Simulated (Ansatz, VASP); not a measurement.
## LiNbO3 in two plane-wave programs

One calculation is typed for both programs; each brings its own data sets and cutoff. How far apart do they land? The structure shown is the end of the VASP relaxation below.

Calculated with Ansatz 0.2.0; plane waves, with VASP 6.6.1 beside it; single point at r2SCAN.

## Step 1: The starting structure

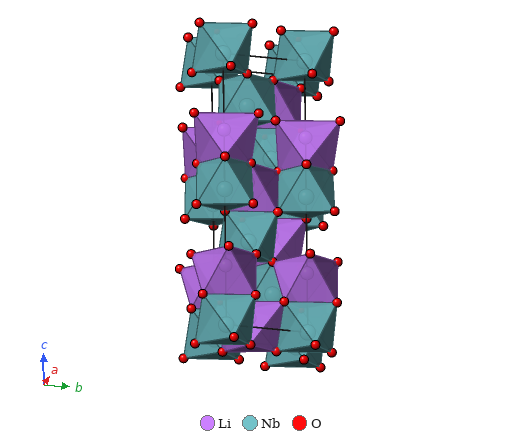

The starting structure, seen slightly off an axis (lithium purple, niobium teal, oxygen red). Some periodic images of atoms are drawn too.

## Step 2: VASP: relaxation, r2SCAN

This run makes the geometry at which the two programs are then compared.

Lines of VASP's logs that name or quote its potential files are left out, and so is its time.

INCAR reads:

```
SYSTEM = LiNbO3
PREC = Accurate
ENCUT = 650
EDIFF = 1E-06
NELM = 120
ISMEAR = 0
SIGMA = 0.02
LREAL = Auto
ALGO = Normal
METAGGA = R2SCAN
LASPH = .TRUE.
NBANDS = 128
LORBIT = 11
LWAVE = .FALSE.
LCHARG = .FALSE.
KPAR = 4
NCORE = 4
IBRION = 2
NSW = 80
ISIF = 3
EDIFFG = -0.005
POTIM = 0.4
```

POSCAR reads:

```
LiNbO3
1.0
    5.1504983400      0.0000000000      0.0000000000
   -2.5752491700      4.4604624000      0.0000000000
    0.0000000000      0.0000000000     13.8741900000
Li Nb O
6 6 18
Direct
    0.6666666670      0.3333333330      0.0530333330
    0.0000000000      0.0000000000      0.2197000000
    0.3333333330      0.6666666670      0.3863666670
    0.6666666670      0.3333333330      0.5530333330
    0.0000000000      0.0000000000      0.7197000000
    0.3333333330      0.6666666670      0.8863666670
    0.6666666670      0.3333333330      0.3332733330
    0.3333333330      0.6666666670      0.1666066670
    0.3333333330      0.6666666670      0.6666066670
    0.0000000000      0.0000000000      0.4999400000
    0.0000000000      0.0000000000      0.9999400000
    0.6666666670      0.3333333330      0.8332733330
    0.0095666670      0.3812133330      0.2695633330
    0.3716466670      0.9904333330      0.2695633330
    0.6187866670      0.6283533330      0.2695633330
    0.2854533330      0.3237666670      0.1028966670
    0.6762333330      0.9616866670      0.1028966670
    0.0383133330      0.7145466670      0.1028966670
    0.6762333330      0.7145466670      0.6028966670
    0.0383133330      0.3237666670      0.6028966670
    0.2854533330      0.9616866670      0.6028966670
    0.9521200000      0.6571000000      0.4362300000
    0.3429000000      0.2950200000      0.4362300000
    0.7049800000      0.0478800000      0.4362300000
    0.3429000000      0.0478800000      0.9362300000
    0.7049800000      0.6571000000      0.9362300000
    0.9521200000      0.2950200000      0.9362300000
    0.6187866670      0.9904333330      0.7695633330
    0.0095666670      0.6283533330      0.7695633330
    0.3716466670      0.3812133330      0.7695633330
```

KPOINTS reads:

```
Automatic mesh
0
Gamma
6 6 2
0 0 0
```

Potentials, in the order of the species: Li_sv, Nb_sv and O (PBE family, release 64).

On the command line:

```console
$ mpirun -np 16 vasp_std
```

Numbers of over 12 decimals in the logs are rounded to 6 here.

What it wrote:

```text
[banner, memory and clock lines left out]
running   16 mpi-ranks, on    1 nodes
 distrk:  each k-point on    4 cores,    4 groups
 distr:  one band on    4 cores,    1 groups

 POSCAR found type information on POSCAR LiNbO
 POSCAR found :  3 types and      30 ions
|                                                                             |
|               ----> ADVICE to this user running VASP <----                  |
|                                                                             |
|     You enforced a specific xc type in the INCAR file but a different       |
|     [... a line on the potential file left out ...]
|     I HOPE YOU KNOW WHAT YOU ARE DOING!                                     |
|                                                                             |

 LDA part: xc-table for (None), standard interpolation
 POSCAR, INCAR and KPOINTS ok, starting setup
 FFT: planning ... GRIDC
 FFT: planning ... GRID_SOFT
 FFT: planning ... GRID
 WAVECAR not read
 entering main loop
       N       E                     dE             d eps       ncg     rms          rms(c)
DAV:   1     0.269723775801E+04    0.26972E+04   -0.12360E+05  3584   0.203E+03
DAV:   2    -0.129584442429E+03   -0.28268E+04   -0.27031E+04  4128   0.686E+02
DAV:   3    -0.455504804254E+03   -0.32592E+03   -0.32194E+03  5528   0.212E+02
DAV:   4    -0.481532592438E+03   -0.26028E+02   -0.25937E+02  6432   0.527E+01
DAV:   5    -0.483797745818E+03   -0.22652E+01   -0.22629E+01  5792   0.120E+01    0.474E+01
DAV:   6    -0.352747663931E+03    0.13105E+03   -0.16070E+02  5128   0.553E+01    0.112E+01
DAV:   7    -0.355500978131E+03   -0.27533E+01   -0.10255E+01  5128   0.116E+01    0.723E+00
DAV:   8    -0.356098755475E+03   -0.59778E+00   -0.25278E+00  4576   0.597E+00    0.252E+00
DAV:   9    -0.356013112523E+03    0.85643E-01   -0.79249E-01  5776   0.319E+00    0.121E+00
DAV:  10    -0.356016931001E+03   -0.38185E-02   -0.72461E-02  5488   0.119E+00    0.528E-01
DAV:  11    -0.356020126592E+03   -0.31956E-02   -0.41925E-02  4864   0.751E-01    0.371E-01
DAV:  12    -0.356017325756E+03    0.28008E-02   -0.11487E-02  4648   0.399E-01    0.708E-02
DAV:  13    -0.356017611767E+03   -0.28601E-03   -0.10571E-03  5504   0.127E-01    0.483E-02
DAV:  14    -0.356017597084E+03    0.14683E-04   -0.93427E-05  5672   0.382E-02    0.289E-02
DAV:  15    -0.356017596440E+03    0.64466E-06   -0.33243E-05  5384   0.192E-02    0.162E-02
DAV:  16    -0.356017608153E+03   -0.11713E-04   -0.17894E-05  5352   0.188E-02    0.400E-03
DAV:  17    -0.356017608050E+03    0.10310E-06   -0.14386E-06  2280   0.506E-03
   1 F= -.35601761E+03 E0= -.35601761E+03  d E =-.356018E+03
[... from here on, the cycles between the ionic steps are left out ...]
   2 F= -.35602673E+03 E0= -.35602673E+03  d E =-.912298E-02
   3 F= -.35602983E+03 E0= -.35602983E+03  d E =-.122181E-01
  10 F= -.35604674E+03 E0= -.35604674E+03  d E =-.403551E-02
  11 F= -.35604698E+03 E0= -.35604698E+03  d E =-.427209E-02
  12 F= -.35604766E+03 E0= -.35604766E+03  d E =-.681005E-03
  13 F= -.35604778E+03 E0= -.35604778E+03  d E =-.802635E-03
  14 F= -.35604770E+03 E0= -.35604770E+03  d E =-.716975E-03
  15 F= -.35604780E+03 E0= -.35604780E+03  d E =-.822397E-03
  16 F= -.35604803E+03 E0= -.35604803E+03  d E =-.232164E-03
  17 F= -.35604803E+03 E0= -.35604803E+03  d E =-.231886E-03
  18 F= -.35604803E+03 E0= -.35604803E+03  d E =-.231380E-03
  19 F= -.35604804E+03 E0= -.35604804E+03  d E =-.233103E-03
  20 F= -.35604804E+03 E0= -.35604804E+03  d E =-.233108E-03
  21 F= -.35604808E+03 E0= -.35604808E+03  d E =-.430413E-04
 trial-energy change:   -0.000043  1 .order   -0.000039   -0.000049   -0.000030
 step:   2.0225(harm=  2.0225)  dis= 0.00060  next Energy=  -356.048098 (dE=-0.626E-04)
 bond charge predicted
       N       E                     dE             d eps       ncg     rms          rms(c)
DAV:   1    -0.356048067856E+03    0.11170E-04   -0.17369E-02  3584   0.519E-01    0.336E-02
DAV:   2    -0.356048104570E+03   -0.36714E-04   -0.46670E-04  4928   0.104E-01    0.211E-02
DAV:   3    -0.356048103364E+03    0.12068E-05   -0.16984E-05  5416   0.162E-02    0.128E-02
DAV:   4    -0.356048098564E+03    0.48001E-05   -0.33696E-06  3248   0.952E-03    0.210E-03
DAV:   5    -0.356048098540E+03    0.23258E-07   -0.80820E-07  2144   0.490E-03
  22 F= -.35604810E+03 E0= -.35604810E+03  d E =-.632264E-04
 curvature:  -1.06 expect dE=-0.257E-04 dE for cont linesearch -0.248E-05
 trial: gam= 0.20763 g(F)=  0.126E-04 g(S)=  0.117E-04 ort = 0.123E-04 (trialstep = 0.104E+01)
 search vector abs. value=  0.322E-04
 reached required accuracy - stopping structural energy minimisation
```

OUTCAR, selected parts (step 2):

```text
ion  position               nearest neighbor table
   1  0.667  0.333  0.053-  17 2.06  18 2.06  16 2.06  27 2.26  25 2.26  26 2.26
   2  0.000  0.000  0.220-  13 2.06  15 2.06  14 2.06  18 2.26  16 2.26  17 2.26
   3  0.333  0.667  0.386-  22 2.06  24 2.06  23 2.06  14 2.26  13 2.26  15 2.26
   4  0.667  0.333  0.553-  20 2.06  21 2.06  19 2.06  24 2.26  22 2.26  23 2.26
   5  0.000  0.000  0.720-  28 2.06  30 2.06  29 2.06  21 2.26  19 2.26  20 2.26
   6  0.333  0.667  0.886-  25 2.06  27 2.06  26 2.06  29 2.26  28 2.26  30 2.26
   7  0.667  0.333  0.333-  14 1.88  15 1.88  13 1.88  24 2.13  22 2.13  23 2.13
   8  0.333  0.667  0.167-  16 1.88  17 1.88  18 1.88  14 2.13  13 2.13  15 2.13
   9  0.333  0.667  0.667-  20 1.88  21 1.88  19 1.88  29 2.13  28 2.13  30 2.13
  10  0.000  0.000  0.500-  22 1.88  23 1.88  24 1.88  21 2.13  19 2.13  20 2.13
  11  0.000  0.000  1.000-  26 1.88  27 1.88  25 1.88  18 2.13  16 2.13  17 2.13
  12  0.667  0.333  0.833-  28 1.88  29 1.88  30 1.88  27 2.13  25 2.13  26 2.13
  13  0.010  0.381  0.270-   7 1.88   2 2.06   8 2.13   3 2.26
  14  0.372  0.990  0.270-   7 1.88   2 2.06   8 2.13   3 2.26
  15  0.619  0.628  0.270-   7 1.88   2 2.06   8 2.13   3 2.26
  16  0.285  0.324  0.103-   8 1.88   1 2.06  11 2.13   2 2.26
  17  0.676  0.962  0.103-   8 1.88   1 2.06  11 2.13   2 2.26
  18  0.038  0.715  0.103-   8 1.88   1 2.06  11 2.13   2 2.26
  19  0.676  0.715  0.603-   9 1.88   4 2.06  10 2.13   5 2.26
  20  0.038  0.324  0.603-   9 1.88   4 2.06  10 2.13   5 2.26
  21  0.285  0.962  0.603-   9 1.88   4 2.06  10 2.13   5 2.26
  22  0.952  0.657  0.436-  10 1.88   3 2.06   7 2.13   4 2.26
  23  0.343  0.295  0.436-  10 1.88   3 2.06   7 2.13   4 2.26
  24  0.705  0.048  0.436-  10 1.88   3 2.06   7 2.13   4 2.26
  25  0.343  0.048  0.936-  11 1.88   6 2.06  12 2.13   1 2.26
  26  0.705  0.657  0.936-  11 1.88   6 2.06  12 2.13   1 2.26
  27  0.952  0.295  0.936-  11 1.88   6 2.06  12 2.13   1 2.26
  28  0.619  0.990  0.770-  12 1.88   5 2.06   9 2.13   6 2.26
  29  0.010  0.628  0.770-  12 1.88   5 2.06   9 2.13   6 2.26
  30  0.372  0.381  0.770-  12 1.88   5 2.06   9 2.13   6 2.26

  LATTYP: Found a hexagonal cell.
 ALAT       =     5.1504983400
 C/A-ratio  =     2.6937568142

 Subroutine GETGRP returns: Found  6 space group operations
 (whereof  3 operations were pure point group operations)

The static configuration has the point symmetry C_3 .
 The point group associated with its full space group is C_3v.

 Found     14 irreducible k-points:

   k-points           NKPTS =     14   k-points in BZ     NKDIM =     14   number of bands    NBANDS=    128

   dimension x,y,z NGX =    48 NGY =   48 NGZ =  120
   dimension x,y,z NGXF=    96 NGYF=   96 NGZF=  240

   ENCUT  =  650.0 eV  47.77 Ry    6.91 a.u.  10.71 10.71 28.84*2*pi/ulx,y,z

   NELECT =     204.0000    total number of electrons

 k-points in reciprocal lattice and weights: Automatic mesh
   0.00000000  0.00000000  0.00000000       0.014
   0.16666667 -0.00000000  0.00000000       0.083
   0.33333333 -0.00000000  0.00000000       0.083
   0.50000000 -0.00000000  0.00000000       0.042
   0.16666667  0.16666667  0.00000000       0.083
   0.33333333  0.16666667  0.00000000       0.167
   0.33333333  0.33333333  0.00000000       0.028
   0.00000000  0.00000000  0.50000000       0.014
   0.16666667 -0.00000000  0.50000000       0.083
[...]
0.33333333  0.16666667  0.50000000       0.167
   0.33333333  0.33333333  0.50000000       0.028

 average (electrostatic) potential at core
       1 -62.3242       2 -62.3242       3 -62.3242       4 -62.3242       5 -62.3242
       6 -62.3242       7 -89.9579       8 -89.9579       9 -89.9579      10 -89.9579
      11 -89.9579      12 -89.9579      13 -73.3538      14 -73.3538      15 -73.3538
      16 -73.3538      17 -73.3538      18 -73.3538      19 -73.3538      20 -73.3538
      21 -73.3538      22 -73.3538      23 -73.3538      24 -73.3538      25 -73.3538
      26 -73.3538      27 -73.3538      28 -73.3538      29 -73.3538      30 -73.3538

 E-fermi :   3.4507

 k-point     1 :       0.0000    0.0000    0.0000
  band No.  band energies     occupation
    ...
     98       3.1512      2.00000
     99       3.1512      2.00000
    100       3.1512      2.00000
    101       3.2290      2.00000
    102       3.2290      2.00000
    103       7.2889      0.00000
    104       7.2889      0.00000
    105       7.7396      0.00000
    106       7.9732      0.00000
    107       7.9732      0.00000
    ...

 k-point     2 :       0.1667   -0.0000    0.0000
  band No.  band energies     occupation
    ...
     98       3.0502      2.00000
     99       3.0753      2.00000
    100       3.0916      2.00000
    101       3.1418      2.00000
    102       3.1579      2.00000
    103       7.2739      0.00000
    104       7.3946      0.00000
    105       7.6944      0.00000
    106       7.7128      0.00000
    107       7.7737      0.00000
    ...

 k-point     3 :       0.3333   -0.0000    0.0000
  band No.  band energies     occupation
    ...
     98       2.9689      2.00000
     99       2.9907      2.00000
    100       3.0557      2.00000
    101       3.0814      2.00000
    102       3.1709      2.00000
    103       7.3813      0.00000
    104       7.4649      0.00000
    105       7.5828      0.00000
    106       7.5888      0.00000
    107       7.7549      0.00000
    ...

  Total        0.0673767      0.0673767     -0.0046216      0.0000000      0.0000000      0.0000000
  in kB        0.3418230      0.3418230     -0.0234469      0.0000000      0.0000000      0.0000000
  external PRESSURE =       0.2200664 kB  Pullay stress =       0.0000000 kB

  energy-cutoff  :      650.00
  volume of cell :      315.81
      direct lattice vectors                 reciprocal lattice vectors
     5.127288221 -0.000000000 -0.000000000     0.195034872  0.112603436 -0.000000000
    -2.563644111  4.440361848  0.000000000     0.000000000  0.225206871 -0.000000000
     0.000000000  0.000000000 13.871168574     0.000000000 -0.000000000  0.072091979

 POSITION                                       TOTAL-FORCE (eV/Angst)
 -----------------------------------------------------------------------------------
      2.56364      1.48012      0.71892         0.000000      0.000000      0.004599
      0.00000      0.00000      3.03078         0.000000      0.000000      0.004599
     -0.00000      2.96024      5.34264         0.000000      0.000000      0.004599
      2.56364      1.48012      7.65451         0.000000      0.000000      0.004599
      0.00000      0.00000      9.96637         0.000000      0.000000      0.004599
     -0.00000      2.96024     12.27823         0.000000      0.000000      0.004599
      2.56364      1.48012      4.62247         0.000000      0.000000      0.003002
     -0.00000      2.96024      2.31061         0.000000      0.000000      0.003002
     -0.00000      2.96024      9.24619         0.000000      0.000000      0.003002
      0.00000      0.00000      6.93433         0.000000      0.000000      0.003002
      0.00000      0.00000     13.86991         0.000000      0.000000      0.003002
      2.56364      1.48012     11.55805         0.000000      0.000000      0.003002
     -0.91337      1.67417      3.74487         0.000291      0.001251     -0.002533
     -0.65708      4.39428      3.74487         0.000938     -0.000877     -0.002533
      1.57045      2.81227      3.74487        -0.001229     -0.000374     -0.002533
      0.65708      1.43403      1.43301        -0.000938     -0.000877     -0.002533
      0.99319      4.29240      1.43301         0.001229     -0.000374     -0.002533
     -1.65028      3.15429      1.43301        -0.000291      0.001251     -0.002533
      1.65028      3.15429      8.36859         0.000291      0.001251     -0.002533
     -0.65708      1.43403      8.36859         0.000938     -0.000877     -0.002533
     -0.99319      4.29240      8.36859        -0.001229     -0.000374     -0.002533
      3.22073      2.91416      6.05673        -0.000938     -0.000877     -0.002533
      0.99319      1.33215      6.05673         0.001229     -0.000374     -0.002533
      3.47701      0.19405      6.05673        -0.000291      0.001251     -0.002533
      1.65028      0.19405     12.99232         0.000291      0.001251     -0.002533
      1.90656      2.91416     12.99232         0.000938     -0.000877     -0.002533
      4.13410      1.33215     12.99232        -0.001229     -0.000374     -0.002533
      0.65708      4.39428     10.68045        -0.000938     -0.000877     -0.002533
     -1.57045      2.81227     10.68045         0.001229     -0.000374     -0.002533
      0.91337      1.67417     10.68045        -0.000291      0.001251     -0.002533
 -----------------------------------------------------------------------------------
    total drift:                               -0.000001     -0.000001      0.298904

  FREE ENERGIE OF THE ION-ELECTRON SYSTEM (eV)
  ---------------------------------------------------
  free  energy   TOTEN  =      -356.0480985403 eV

  energy  without entropy=     -356.0480985403  energy(sigma->0) =     -356.04809854

 reached required accuracy - stopping structural energy minimisation

 total charge
# of ion       s       p       d       tot
------------------------------------------
    1        2.012   0.015   0.000   2.027
    2        2.012   0.015   0.000   2.027
    3        2.012   0.015   0.000   2.027
    4        2.012   0.015   0.000   2.027
    5        2.012   0.015   0.000   2.027
    6        2.012   0.015   0.000   2.027
    7        2.213   6.136   2.026  10.375
    8        2.213   6.136   2.026  10.375
    9        2.213   6.136   2.026  10.375
   10        2.213   6.136   2.026  10.375
   11        2.213   6.136   2.026  10.375
   12        2.213   6.136   2.026  10.375
   13        1.571   3.538   0.000   5.109
   14        1.571   3.538   0.000   5.109
   15        1.571   3.538   0.000   5.109
   16        1.571   3.538   0.000   5.109
   17        1.571   3.538   0.000   5.109
   18        1.571   3.538   0.000   5.109
   19        1.571   3.538   0.000   5.109
   20        1.571   3.538   0.000   5.109
   21        1.571   3.538   0.000   5.109
   22        1.571   3.538   0.000   5.109
   23        1.571   3.538   0.000   5.109
   24        1.571   3.538   0.000   5.109
   25        1.571   3.538   0.000   5.109
   26        1.571   3.538   0.000   5.109
   27        1.571   3.538   0.000   5.109
   28        1.571   3.538   0.000   5.109
   29        1.571   3.538   0.000   5.109
   30        1.571   3.538   0.000   5.109
--------------------------------------------------
tot         53.626 100.584  12.158 166.368

[... 3 further parts left out ...]
```

(Continued in part 2 of 2.)

[Lines on the potential files, build, host, timing and source positions are cut from VASP's logs without a mark.]

[Logs are printed without paths, hosts, clocks, repeated set-up lines and the standing remarks that a program may print on its own settings, such as how far it seeks lower states.]

[Hosts, paths, dates, database ids (printed as entryN), source tags and the programs' standing remarks are cut or masked in the printed files.]
